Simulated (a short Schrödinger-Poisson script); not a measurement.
Stack: MOS inversion layer, Al2O3 on p-type Si(111), at 300 K.

| layer | material | thickness (nm) | Na (cm⁻³) |
|---|---|---|---|
| 1 | Al2O3 | 6.3 | - |
| 2 | Si | 190 | 5e18 |

Constants are typed, rounded textbook-type inputs, not results; the design itself was drawn at random and stands for no fabricated device. Al2O3: permittivity 9, conduction-band edge (eV) 2.7, gap (eV) 6.8, electron mass (mₑ) 0.3. Si: permittivity 11.7, conduction-band edge (eV) 0, gap (eV) 1.124, Nv at 300 K (cm⁻³) 3.1e19.

Channel valleys (confinement mass, in-plane density-of-states mass, number): Δ6 0.258, 0.358, 6. At the gate the conduction-band edge of layer 1 lies 2.75 eV − eVg above the Fermi level of the channel; the field vanishes at the back. Gaps are held at their typed values at every temperature. Mesh 0.03 nm at interfaces.

From a short Schrödinger-Poisson script (our own, NumPy): 1D Poisson equation in equilibrium, electrons quantum, Hartree (BenDaniel-Duke, 12 states a valley, the channel's in-plane mass for all, wave functions free to enter the dielectric), parabolic valleys, classical holes, full ionisation, no traps, pinning or gate leakage.

Only gate voltages with over 1e8 electrons/cm² are shown.

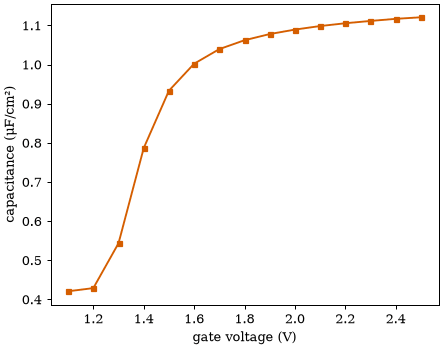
Quasi-static capacitance against gate voltage

```csv
Vg (V),electrons (cm⁻²),C (μF/cm²),Δ6 E0 (meV),Δ6 E1 (meV)
1.1,7.47e8,0.421,267.4,476.4
1.2,7.87e9,0.429,206.5,421.0
1.3,7.09e10,0.544,149.7,369.2
1.4,3.33e11,0.787,109.5,333.1
1.5,7.97e11,0.933,86.7,313.4
1.6,1.36e12,1.00,72.5,302.0
1.7,1.98e12,1.04,62.6,294.5
1.8,2.62e12,1.06,54.9,289.2
1.9,3.28e12,1.08,48.8,285.2
2,3.95e12,1.09,43.6,282.2
2.1,4.63e12,1.10,39.1,279.8
2.2,5.31e12,1.11,35.1,277.9
2.3,6.00e12,1.11,31.5,276.3
2.4,6.70e12,1.12,28.3,275.1
2.5,7.40e12,1.12,25.3,-
```

Subbands count from the Fermi level; a dash marks a level above the dielectric's band edge.
